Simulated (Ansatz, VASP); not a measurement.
# Cross-check of ZnO (zincite) between VASP and Ansatz, part 3 of 3

One calculation is typed for both programs; each brings its own data sets and cutoff. How far apart do they land?

VASP 6.6.1 and Ansatz 0.2.0.

So far. Step 6 (VASP: band structure, PBE): The run ends at a pressure of 6.02 GPa, with forces up to 0.075 eV/Å. Step 10 (VASP: band structure, BLYP): The run ends at a pressure of 10.45 GPa, with forces up to 0.073 eV/Å.

**11. Ansatz: band structure, BLYP**

Level of this step: Ansatz beside VASP: Kohn-Sham DFT, plane waves, BLYP (Ansatz).

The same cell, functional (in two slightly different forms), mesh and smearing now go to Ansatz, which takes its cutoff from its data sets.

Input file input.yaml:

```yaml
crystal:
  lattice:
    - [3.249308, 0.0, 0.0]
    - [-1.624654, 2.8139832727, 0.0]
    - [0.0, 0.0, 5.205709]
  atoms:
    - { symbol: Zn, position: [0.3333333333, 0.6666666667, 0.5] }
    - { symbol: Zn, position: [0.6666666667, 0.3333333333, 0.0] }
    - { symbol: O, position: [0.6666666667, 0.3333333333, 0.37901] }
    - { symbol: O, position: [0.3333333333, 0.6666666667, 0.87901] }
hamiltonian:
  xc: blyp
  pseudopotentials: { kind: paw }
kpoints:
  mp_grid: { grid: [5, 5, 3] }
  band_path:
    path:
      - [0.0, 0.0, 0.0]
      - [0.13333, 0.0, 0.0]
      - [0.3, 0.0, 0.0]
      - [0.46667, 0.0, 0.0]
      - [0.46667, 0.06667, 0.0]
      - [0.41111, 0.17778, 0.0]
      - [0.35556, 0.28889, 0.0]
      - [0.28889, 0.28889, 0.0]
      - [0.17778, 0.17778, 0.0]
      - [0.06667, 0.06667, 0.0]
      - [0.0, 0.0, 0.03333]
      - [0.0, 0.0, 0.2]
      - [0.0, 0.0, 0.36667]
      - [0.0, 0.0, 0.5]
      - [0.16667, 0.0, 0.5]
      - [0.3, 0.0, 0.5]
      - [0.46667, 0.0, 0.5]
      - [0.46667, 0.06667, 0.5]
      - [0.41111, 0.17778, 0.5]
      - [0.35556, 0.28889, 0.5]
      - [0.28889, 0.28889, 0.5]
      - [0.17778, 0.17778, 0.5]
      - [0.06667, 0.06667, 0.5]
      - [0.5, 0.0, 0.46667]
      - [0.5, 0.0, 0.3]
      - [0.5, 0.0, 0.13333]
      - [0.33333, 0.33333, 0.0]
      - [0.33333, 0.33333, 0.16667]
      - [0.33333, 0.33333, 0.33333]
      - [0.33333, 0.33333, 0.5]
    npoints: 1
scf:
  occupations: { method: gaussian, width: 0.02 }
  n_extra_bands: 8
output:
  forces: true
  stress: true
  eigenvalues: true
```

On the command line:

```sh
$ ansatz run input.yaml --threads 2 --pin off --max-ram 4608MiB --backend cpu --events-out ev --progress --plain --runs-dir out
```

Numbers of over 12 decimals in the logs are rounded to 6 here.

Log:

```text
[...]
Crystal: 4 atoms, lattice volume = 47.598 Å³
Basis set: ecut = 420 eV, 941 PW (Γ), exchange–correlation on 48×48×72 points (8 copies of the dense FFT grid, shifted against one another)
Bands: 26, of which v1, the nominal top of the filled ones, is band 18 counted from 1 (17 counted from 0)
Symmetry: 12 space group operations
[...]
k-points: 10 of 75 (time reversal used)
[...]
k-point 0: bands = [... 14 lower, 6.7024, 7.4376, 7.5081, 7.5081, 8.4603, 12.7889, 15.9394, 20.4066, ... 4 higher]
  k-point 1: bands = [... 14 lower, 6.9075, 6.9075, 7.3104, 7.3104, 10.0709, 11.9579, 16.7301, 19.1562, ... 4 higher]
  k-point 2: bands = [... 14 lower, 6.1668, 6.2243, 7.1680, 7.2456, 10.2895, 14.0923, 15.9337, 17.9483, ... 4 higher]
  k-point 9: bands = [... 14 lower, 4.7823, 5.6583, 5.8864, 6.3447, 14.1769, 14.8895, 15.7880, 16.1636, ... 4 higher]
[key lines of the parts left out:]
SCF converged after 7 iterations
Free energy (F): -7796.692183 eV
Fermi energy:    7.984368 eV
P = ⅓ Tr σ = 9.4179 GPa (94.179 kbar)
```

The job ended after 1.6 s (2 threads of Arm Neoverse V2, shared host; peak memory 0.29 GiB; 2.9 s of CPU time).

**12. Differences**

What differs besides the data sets and the points named for the pairs above, as far as they apply: VASP's log shows a relativistic correction to its local exchange, Ansatz's none. Total energies have different zeros and are not compared.

The two programs side by side:

```
                     quantity  Ansatz   VASP  difference
               pressure (GPa)    9.42  10.45       -1.03
gap over the path points (eV)   0.952  0.958      -0.006
```

Forces (eV/Å; atoms numbered as in POSCAR):

```
atom        Ansatz x, y, z          VASP x, y, z
 Zn1  0.000, 0.000, -0.069  0.000, 0.000, -0.073
 Zn2  0.000, 0.000, -0.069  0.000, 0.000, -0.073
  O3   0.000, 0.000, 0.069   0.000, 0.000, 0.073
  O4   0.000, 0.000, 0.069   0.000, 0.000, 0.073
```

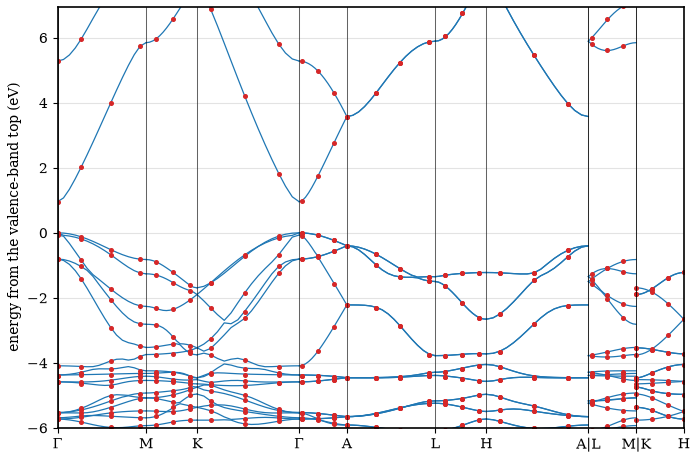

Bands from VASP (lines) and levels from Ansatz (dots). Dots without a line are higher empty bands that the VASP plot leaves out.

Levels at points of the path, from each program's valence-band top (eV; 4 filled, then empty):

```
k (reciprocal lattice)                                  Ansatz                                    VASP
     0.000 0.000 0.000    -0.81 -0.07 0.00 0.00 0.95 5.28 8.43    -0.81 -0.07 0.00 0.00 0.96 5.28 8.43
     0.133 0.000 0.000  -1.03 -0.84 -0.19 -0.12 2.02 5.95 8.44  -1.04 -0.84 -0.19 -0.12 2.02 5.96 8.43
     0.300 0.000 0.000  -2.05 -1.72 -0.67 -0.52 3.98 7.41 8.29  -2.05 -1.73 -0.67 -0.52 3.99 7.42 8.27
     0.467 0.000 0.000  -2.80 -2.24 -1.23 -0.81 5.73 7.19 7.83  -2.80 -2.25 -1.24 -0.81 5.74 7.18 7.81
     0.467 0.067 0.000  -2.84 -2.32 -1.30 -0.89 5.96 7.22 7.84  -2.84 -2.33 -1.30 -0.89 5.97 7.20 7.83
     0.411 0.178 0.000  -3.20 -2.35 -1.53 -1.22 6.58 7.71 7.90  -3.21 -2.35 -1.53 -1.22 6.59 7.70 7.88
     0.356 0.289 0.000  -3.47 -2.06 -1.78 -1.61 7.39 7.89 7.95  -3.46 -2.06 -1.78 -1.62 7.40 7.90 7.93
     0.289 0.289 0.000  -3.27 -2.30 -1.54 -1.54 6.87 7.90 8.25  -3.26 -2.31 -1.54 -1.54 6.88 7.89 8.26
     0.178 0.178 0.000  -2.42 -1.85 -0.72 -0.68 4.21 7.55 8.58  -2.42 -1.85 -0.72 -0.68 4.21 7.56 8.56
     0.067 0.067 0.000  -1.03 -0.68 -0.16 -0.10 1.82 5.80 8.44  -1.03 -0.67 -0.16 -0.10 1.83 5.81 8.43
```

The forces differ by 2.6 meV/Å r.m.s., which is 6.1 % of the r.m.s. force of 0.04 eV/Å (both taken over all components). Among the levels compared (up to four filled and three empty ones at each point), filled levels agree within 12 meV and empty ones within 20 meV. Ansatz's pressure holds a Pulay correction of 0.87 GPa; VASP's holds none.

**13. Looking for the cause**

The difference is large enough to ask for its cause, so further runs change the set-up of one program at a time, as the table lists.

```
                                        run  difference in pressure (GPa)
                                   as above                          -1.0
         cores kept as stored, as VASP does                         -0.99
    Ansatz's larger PAW set (cutoff 900 eV)                         -0.94
norm-conserving potentials (cutoff 1240 eV)                          -1.4
```

**14. Results**

```
difference in pressure (band structure, LDA)  : -1.1 GPa
difference in pressure (band structure, PBE)  : -1.1 GPa
difference in pressure (band structure, BLYP) : -1.0 GPa
```

What this shows: The difference in pressure is -1.1 GPa (band structure, LDA), beyond the 1 GPa picked in this series as the mark of a large difference. For band structure, LDA: no further run halves the difference in pressure; only Ansatz's side was varied. For band structure, PBE: no further run halves the difference in pressure; only Ansatz's side was varied, and Ansatz's runs with other potentials lie closer to each other than to VASP, which for this quantity points to VASP's side; this was not tested here. For band structure, BLYP: no further run halves the difference in pressure; only Ansatz's side was varied. 1 further run on this material is not shown. Differences of this kind measure data sets and numerical settings, not the functional's error against experiment.

[Lines on the potential files, build, host, timing and source positions are cut from VASP's logs without a mark.]

[Logs are printed without paths, hosts, clocks, repeated set-up lines and the standing remarks that a program may print on its own settings, such as how far it seeks lower states.]

[Hosts, paths, dates, database ids (printed as entryN), source tags and the programs' standing remarks are cut or masked in the printed files.]
